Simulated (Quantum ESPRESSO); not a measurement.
# Projected density of states of magnetic CrSiTe3

Aim: the densities of states of CrSiTe3 in the lowest state of several starts.

Method: LDA; plane waves with GBRV 1.5 LDA potentials, no spin-orbit coupling, in Quantum ESPRESSO 7.5.

## Step 1: Starting point

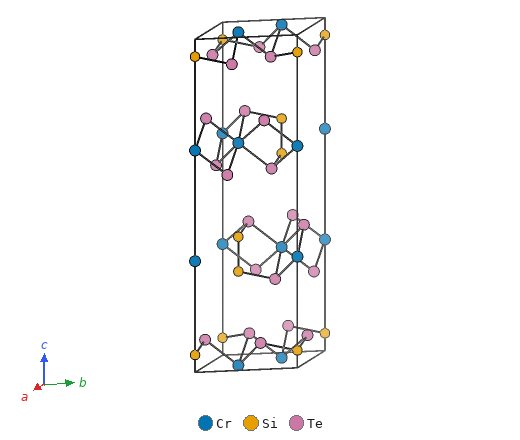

The starting structure, seen slightly off an axis (chromium blue, silicon orange, tellurium pink). This picture shows the conventional cell, with its axes. Bonds to atoms that aren't drawn are left out. Some periodic images of atoms are drawn too.

The cell comes from Materials Project 2023-11-01, a database of computed structures, and need not be the stable phase.

## Step 2: Ground-state run

This state came out lowest in a comparison of starts that is told elsewhere.

pw.in

```
&CONTROL
  calculation = 'scf'
  prefix = 'pwscf'
  outdir = './tmp'
  pseudo_dir = './pseudo'
  disk_io = 'low'
/
&SYSTEM
  ibrav = 0
  celldm(1) = 8
  nat = 10
  ntyp = 3
  ecutwfc = 40
  ecutrho = 280
  nbnd = 56
  occupations = 'smearing'
  smearing = 'fd'
  degauss = 0.00367493
  nspin = 2
  starting_magnetization(1) = 0.2143
  starting_magnetization(2) = 0
  starting_magnetization(3) = 0
/
&ELECTRONS
  conv_thr = 2d-08
  electron_maxstep = 150
  mixing_beta = 0.3
/
ATOMIC_SPECIES
Cr     51.9961 cr_lda_v1.5.uspp.F.UPF
Si     28.0850 si_lda_v1.uspp.F.UPF
Te    127.6000 te_lda_v1.uspp.F.UPF
CELL_PARAMETERS alat
   0.8067385939986    0.4657707444155    1.7143779670744
  -0.8067385939986    0.4657707444155    1.7143779670744
   0.0000000000000   -0.9315414888310    1.7143779670744
ATOMIC_POSITIONS crystal
Cr      0.6661873000    0.6661873000    0.6661873000
Cr      0.3338127000    0.3338127000    0.3338127000
Si      0.0522024200    0.0522024200    0.0522024200
Si      0.9477975800    0.9477975800    0.9477975800
Te      0.7211835100    0.0776504400    0.4397477900
Te      0.4397477900    0.7211835100    0.0776504400
Te      0.0776504400    0.4397477900    0.7211835100
Te      0.9223495600    0.5602522100    0.2788164900
Te      0.5602522100    0.2788164900    0.9223495600
Te      0.2788164900    0.9223495600    0.5602522100
K_POINTS automatic
4 4 4 0 0 0
```

On the command line:

```sh
OMP_NUM_THREADS=1 mpirun -n 4 pw.x -nk 4 -in pw.in > pw.out
```

The program printed:

```text
Program PWSCF v.7.5 starts

     Message from routine setup:
     using ibrav=0 with symmetry is DISCOURAGED, use correct ibrav instead

     K-points division:     npool     =       4
     Subspace diagonalization in iterative solution of the eigenvalue problem:

     bravais-lattice index     =            0
     lattice parameter (alat)  =       8.0000  a.u.
     unit-cell volume          =    1978.9409 (a.u.)^3
     number of atoms/cell      =           10
     number of atomic types    =            3
     number of electrons       =        72.00
     number of Kohn-Sham states=           56
     kinetic-energy cutoff     =      40.0000  Ry
     charge density cutoff     =     280.0000  Ry
     scf convergence threshold =      2.0E-08
     mixing beta               =       0.3000
     number of iterations used =            8  plain     mixing
     Exchange-correlation= SLA  PZ   NOGX NOGC
                           (   1   1   0   0   0   0   0)

     celldm(1)=   8.000000  celldm(2)=   0.000000  celldm(3)=   0.000000
     celldm(4)=   0.000000  celldm(5)=   0.000000  celldm(6)=   0.000000

     crystal axes: (cart. coord. in units of alat)
               a(1) = (   0.806739   0.465771   1.714378 )
               a(2) = (  -0.806739   0.465771   1.714378 )
               a(3) = (   0.000000  -0.931541   1.714378 )

     reciprocal axes: (cart. coord. in units 2 pi/alat)
               b(1) = (  0.619779  0.357830  0.194434 )
               b(2) = ( -0.619779  0.357830  0.194434 )
               b(3) = (  0.000000 -0.715660  0.194434 )

     PseudoPot. # 1 for Cr read from file:
     cr_lda_v1.5.uspp.F.UPF
     Pseudo is Ultrasoft + core correction, Zval = 14.0

     PseudoPot. # 2 for Si read from file:
     si_lda_v1.uspp.F.UPF
     Pseudo is Ultrasoft + core correction, Zval =  4.0

     PseudoPot. # 3 for Te read from file:
     te_lda_v1.uspp.F.UPF
     Pseudo is Ultrasoft + core correction, Zval =  6.0

     atomic species   valence    mass     pseudopotential
     Cr               14.00    51.99610     Cr( 1.00)
     Si                4.00    28.08500     Si( 1.00)
     Te                6.00   127.60000     Te( 1.00)

     Starting magnetic structure
     atomic species   magnetization
     Cr              0.214
     Si              0.000
     Te              0.000

      6 Sym. Ops., with inversion, found

   Cartesian axes

     site n.     atom                  positions (alat units)
         1        Cr     tau(   1) = (   0.0000000  -0.0000000   3.4262905  )
         2        Cr     tau(   2) = (  -0.0000000  -0.0000000   1.7168434  )
         3        Si     tau(   3) = (   0.0000000   0.0000000   0.2684840  )
         4        Si     tau(   4) = (   0.0000000  -0.0000000   4.8746499  )
         5        Te     tau(   5) = (   0.5191630  -0.0375698   2.1233972  )
         6        Te     tau(   6) = (  -0.2270451   0.4683932   2.1233972  )
         7        Te     tau(   7) = (  -0.2921179  -0.4308234   2.1233972  )
         8        Te     tau(   8) = (   0.2921179   0.4308234   3.0197367  )
         9        Te     tau(   9) = (   0.2270451  -0.4683932   3.0197367  )
        10        Te     tau(  10) = (  -0.5191630   0.0375698   3.0197367  )

     number of k points=    14  Fermi-Dirac smearing, width (Ry)=  0.0037
                       cart. coord. in units 2pi/alat
        k(    1) = (   0.0000000   0.0000000   0.0000000), wk =   0.0156250
        k(    2) = (   0.0000000  -0.1789149   0.0486085), wk =   0.0937500
        k(    3) = (   0.0000000   0.3578298  -0.0972170), wk =   0.0468750
        k(    4) = (  -0.1549449  -0.0894575   0.0972170), wk =   0.0937500
        k(    5) = (  -0.1549449   0.4472873  -0.0486085), wk =   0.0937500
        [... 9 further k-points ...]

     Dense  grid:   156649 G-vectors     FFT dimensions: (  90,  90,  90)

     Smooth grid:    67585 G-vectors     FFT dimensions: (  64,  64,  64)

     Generating pointlists ...
     new r_m :   0.2722 (alat units)  2.1774 (a.u.) for type    1
     new r_m :   0.2215 (alat units)  1.7720 (a.u.) for type    2
     new r_m :   0.2461 (alat units)  1.9684 (a.u.) for type    3

     Initial potential from superposition of free atoms

     starting charge      69.9977, renormalised to      72.0000

     negative rho (up, down):  7.648E-04 4.928E-04
     Starting wfcs are   52 randomized atomic wfcs +    4 random wfcs

     Self-consistent Calculation

     iteration #  1     ecut=    40.00 Ry     beta= 0.30
     Davidson diagonalization with overlap
     ethr =  1.00E-02,  avg # of iterations =  5.0

     negative rho (up, down):  1.881E-04 7.565E-04

     total energy              =    -528.70450118 Ry
     estimated scf accuracy    <       2.39494479 Ry

     total magnetization       =     5.85 Bohr mag/cell
     absolute magnetization    =     6.71 Bohr mag/cell

     iteration #  2     ecut=    40.00 Ry     beta= 0.30
     Davidson diagonalization with overlap
     ethr =  3.33E-03,  avg # of iterations =  2.3

     negative rho (up, down):  2.797E-04 8.622E-04

     total energy              =    -528.46999783 Ry
     estimated scf accuracy    <      11.53059090 Ry

     total magnetization       =     2.66 Bohr mag/cell
     absolute magnetization    =     2.96 Bohr mag/cell

     [... further iterations left out ...]

     iteration # 12     ecut=    40.00 Ry     beta= 0.30
     Davidson diagonalization with overlap
     ethr =  5.54E-10,  avg # of iterations =  4.0

     negative rho (up, down):  0.000E+00 6.936E-03

     total energy              =    -529.49736143 Ry
     estimated scf accuracy    <       0.00000047 Ry

     total magnetization       =     6.00 Bohr mag/cell
     absolute magnetization    =     7.52 Bohr mag/cell

     iteration # 13     ecut=    40.00 Ry     beta= 0.30
     Davidson diagonalization with overlap
     ethr =  5.54E-10,  avg # of iterations =  1.5

     negative rho (up, down):  0.000E+00 6.936E-03

     Magnetic moment per site  (integrated on atomic sphere of radius R)
     atom   1 (R=0.272)  charge= 12.5567  magn=  3.0478
     atom   2 (R=0.272)  charge= 12.5567  magn=  3.0478
     atom   3 (R=0.221)  charge=  1.6310  magn=  0.0210
     atom   4 (R=0.221)  charge=  1.6310  magn=  0.0210
     atom   5 (R=0.246)  charge=  2.6908  magn= -0.0623
     atom   6 (R=0.246)  charge=  2.6908  magn= -0.0623
     atom   7 (R=0.246)  charge=  2.6908  magn= -0.0623
     atom   8 (R=0.246)  charge=  2.6908  magn= -0.0623
     atom   9 (R=0.246)  charge=  2.6908  magn= -0.0623
     atom  10 (R=0.246)  charge=  2.6908  magn= -0.0623

     End of self-consistent calculation

     [... lines left out ...]
     the Fermi energy is     5.7682 ev

!    total energy              =    -529.49736149 Ry
     estimated scf accuracy    <          5.3E-09 Ry
     smearing contrib. (-TS)   =      -0.00003918 Ry
     internal energy E=F+TS    =    -529.49732232 Ry

     The total energy is F=E-TS. E is the sum of the following terms:
     one-electron contribution =    -349.08896341 Ry
     hartree contribution      =     197.25774020 Ry
     xc contribution           =    -139.46669774 Ry
     ewald contribution        =    -238.19940137 Ry

     total magnetization       =     6.00 Bohr mag/cell
     absolute magnetization    =     7.52 Bohr mag/cell

     convergence has been achieved in  13 iterations

=------------------------------------------------------------------------------=
   JOB DONE.
=------------------------------------------------------------------------------=
```

Wall time 2 min (4 MPI ranks of Arm Neoverse V1, shared host); peak memory 1.4 GiB; 7.8 min of CPU time.

Spin moment in the atom's sphere by atom:

```
atom  spin moment in the atom's sphere (μB)
 Cr1                                   3.05
 Cr2                                   3.05
 Si3                                   0.02
 Si4                                   0.02
 Te5                                  -0.06
 Te6                                  -0.06
 Te7                                  -0.06
 Te8                                  -0.06
 Te9                                  -0.06
Te10                                  -0.06
```

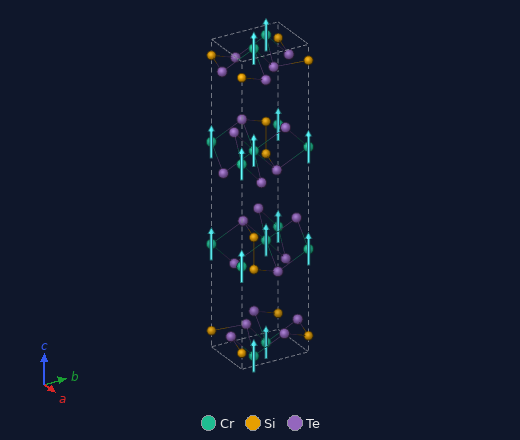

Spin moment in the atom's sphere as arrows, the longest 3.05 μB. Up and down stand for the sign. Arrows give size and sign along the axis of quantisation, drawn up and down the page. Bonds to atoms that aren't drawn are left out. Some periodic images of atoms are drawn too.

Numbers from this step:

| Item | Value |
| --- | --- |
| smearing term TS | 5.33e-4 eV |
| magnetization | 6 μB |
| absolute magnetization | 7.517 μB |
| final state | ferromagnetic |

(Continued in part 2 of 2.)

[Logs and program files are shortened in this print: banners, set-up blocks, solver, clock and traceback lines can be left out without a mark of their own.]

[Logs are printed without paths, hosts, clocks, repeated set-up lines and the standing remarks that a program may print on its own settings, such as how far it seeks lower states.]

[Hosts, paths, dates, database ids (printed as entryN), source tags and the programs' standing remarks are cut or masked in the printed files.]

[Where a cell is said to come from a database of computed structures, the database is the Materials Project.]
